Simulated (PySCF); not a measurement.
```csv
atom,x (Å),y (Å),z (Å)
C,2.7713,0.0897,0.2626
C,1.4864,-0.5115,-0.2900
P,-0.0010,-0.0662,0.7469
C,-0.2483,1.6687,0.1426
C,-1.2689,-0.9169,-0.3276
C,-2.6872,-0.7127,0.1869
H,2.7359,1.1764,0.2347
H,3.6286,-0.2381,-0.3229
H,2.9205,-0.2186,1.2951
H,1.3257,-0.1896,-1.3234
H,1.5619,-1.6025,-0.2825
H,-0.2391,1.7155,-0.9461
H,0.5422,2.3010,0.5416
H,-1.1987,2.0439,0.5168
H,-1.1796,-0.5586,-1.3578
H,-1.0274,-1.9835,-0.3171
H,-2.9657,0.3383,0.1532
H,-3.3975,-1.2726,-0.4193
H,-2.7691,-1.0535,1.2168
```

Geometry: GFN2-xTB.

Method: PBE0/pcSseg-1, SCF density, gas phase, non-relativistic in PySCF 2.14.0.

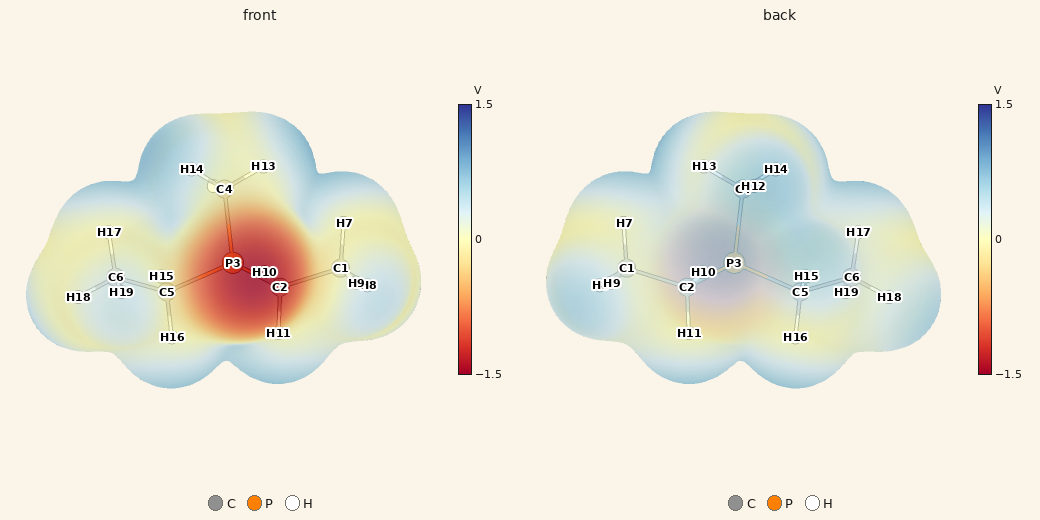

C5H13P. The electrostatic potential painted on the density surface at 0.002 e/bohr³, seen from the front and from behind; the colour scale runs from red (negative) to blue (positive).

> Which sites attract a positive test charge, and which a negative one?

A positive charge is drawn to the negative regions and a negative charge to the positive ones. The most negative region (about −1.4 V) lies over P3, the most positive (about +0.7 V) over H12, H13 and H14.

> What dipole moment does the calculation give?

Its dipole moment is 1.24 D.
